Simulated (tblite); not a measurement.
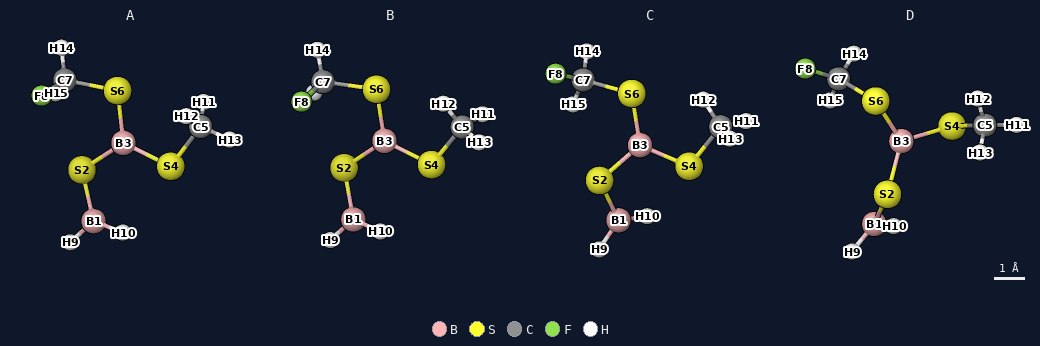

4 geometries from one relaxation of C2H7B2FS3, in shuffled order. The picture is a ball-and-stick view, seen from a free direction.

These are results of GFN2-xTB geometry optimisation, gas phase in tblite, not measurements. 

Q: Order the frames from highest to lowest energy.

A: D, C, B, A. They are steps 0, 31, 137, 203, at +2.026 eV, +0.249 eV, +0.029 eV relative to the last. The largest move after the best rigid fit is that of S2, 1.81 Å. Largest moves by element: S 1.81 Å, H 1.69 Å, F 1.08 Å, B 0.22 Å, C 0.21 Å. Among the contacts that change: B3–S4 1.890 → 1.788 Å, B1–S2 1.861 → 1.760 Å, B3–S6 1.892 → 1.811 Å, S2–B3 1.875 → 1.835 Å. Among the angles between lasting bonds that change: H9–B1–H10 114.5° → 123.6°, F8–C7–H14 115.0° → 108.2°, B1–S2–B3 113.9° → 107.8°. Groups turn about S4–C5 by about 135°, S6–C7 by about 70°, B1–S2 by about 35°. Over 203 geometry steps the energy falls by 2.026 eV.
